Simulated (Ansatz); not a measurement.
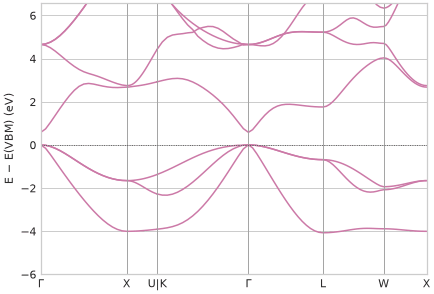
Band structure from plane-wave PAW PBE (Ansatz code)

Read off the gap and where the band edges lie.

About 0.6 eV (0.58 eV by a search for the band edges); maximum at Γ, minimum at Γ.

Which of these materials gives this?
A. CdTe, zinc blende
B. GaAs, zinc blende
C. AlAs, zinc blende

A, CdTe, zinc blende

Space group F-43m (zinc blende). The cell was relaxed with PBE under the symmetry of its start. Scalar-relativistic: spin–orbit coupling is off unless named, which matters more the heavier the elements.

Potentials: the earlier of the program's two PAW sets.
